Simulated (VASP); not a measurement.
Band structure of ZnCd$_{3}$S$_{4}$ (space group P-43m). Computed with PBEsol GGA, VASP's PBE PAW potentials (set 64) (plane waves; VASP).

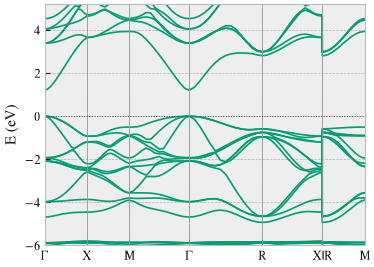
Bands along high-symmetry lines, zero at the valence-band maximum or, without a gap, the Fermi level

Problem. Read the plot: is there a gap, and where are the band edges?

Solution. The gap is direct, 1.21 eV, from the valence maximum at Γ to the conduction minimum at Γ. (Edges off the drawn lines would not show.)

The structure comes from a computed database's ZnCd3S4 entry (P-43m); how it stands against other phases isn't given here. It was relaxed first.
